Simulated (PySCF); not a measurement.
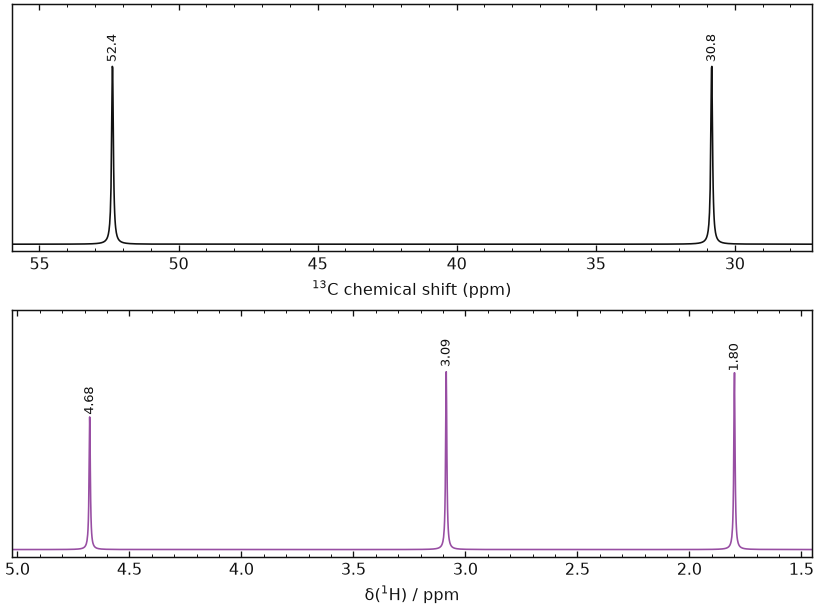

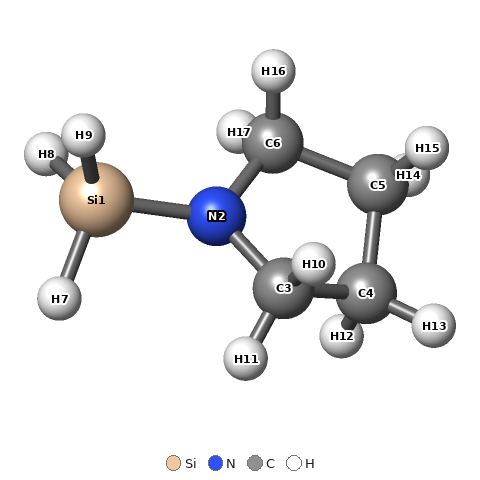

Spectrum and numbered structure of C₄H₁₁NSi, SMILES [SiH3]N1CCCC1. GIAO shifts, PBE0/pcSseg-1, PySCF, at a GFN2-xTB geometry (no frequency check), against TMS for ¹³C and TMS for ¹H computed at the same level. Gas phase, fully decoupled, line heights follow the number of nuclei, widths are arbitrary (no quadrupolar broadening); values of one conformer, averaged over nuclei that symmetry, rotation about single bonds, ring flips or inversion at nitrogen exchange, these motions taken as fast; other conformers aren't averaged in.

Q: Assign the ¹³C signals to the numbered atoms.

A:
| δ (ppm) | nuclei | atoms |
| --- | --- | --- |
| 52.4 | 2 | C3, C6 |
| 30.8 | 2 | C4, C5 |

Q: Assign the ¹H signals to the numbered atoms.

A:
| δ (ppm) | nuclei | atoms |
| --- | --- | --- |
| 4.68 | 3 | H7, H8, H9 |
| 3.09 | 4 | H10, H11, H16, H17 |
| 1.80 | 4 | H12, H13, H14, H15 |

Known limits of this run: the tight-binding geometry is rougher than a DFT one and adds to the error.
